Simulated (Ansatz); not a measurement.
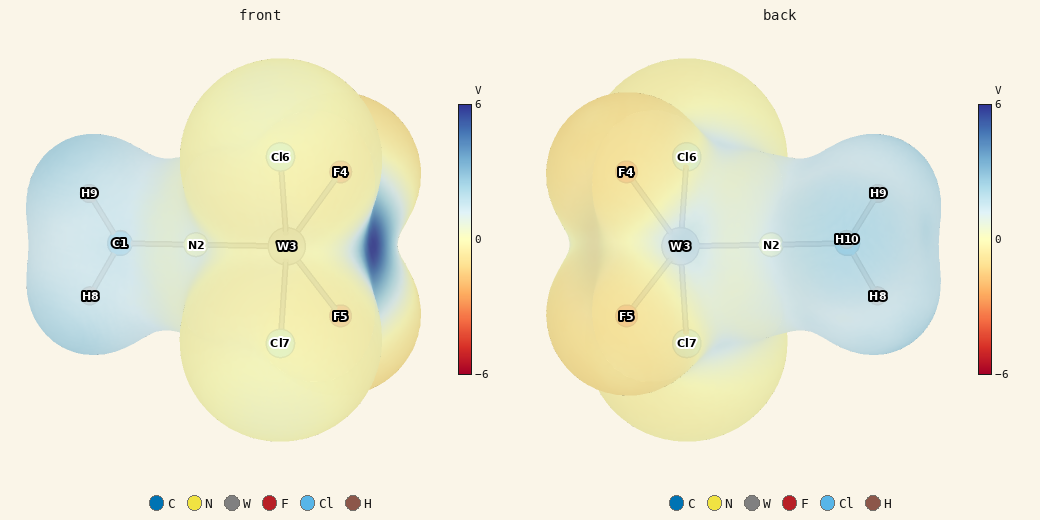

The picture shows: CH$_{3}$Cl$_{2}$F$_{2}$NW. The electrostatic potential painted on the density surface at 0.004 e/bohr³, seen from the front and from behind; red is negative and blue positive.

Geometry: PBE0-D4/def2-TZVP; core potentials replace the inner electrons of W.

Theory: RKS PBE0-D4/def2-TZVPP (Ansatz 0.2.0).

```tsv
atom	x (Å)	y (Å)	z (Å)
C	0.4987	-1.7204	-0.0362
N	0.0725	-0.3737	-0.0454
W	-0.4201	1.2533	-0.0329
F	-2.2888	1.1969	0.0252
F	-0.6846	1.6969	-1.8306
Cl	-0.5043	1.7333	2.2123
Cl	1.5741	2.3827	-0.1918
H	1.5391	-1.7802	-0.3675
H	0.4222	-2.1242	0.9771
H	-0.1257	-2.3159	-0.7073
```

**Which sites attract a positive test charge, and which a negative one?**

A positive charge is drawn to the negative regions and a negative charge to the positive ones. The most negative region (about −0.9 V) lies over F4 and F5, the most positive (about +5.1 V) over W3. Cl6 shows a σ-hole: about +0.2 V at the tip opposite its bond, against about −0.2 V on its flanks. Cl7 shows a σ-hole: about +0.2 V at the tip opposite its bond, against about −0.2 V on its flanks.
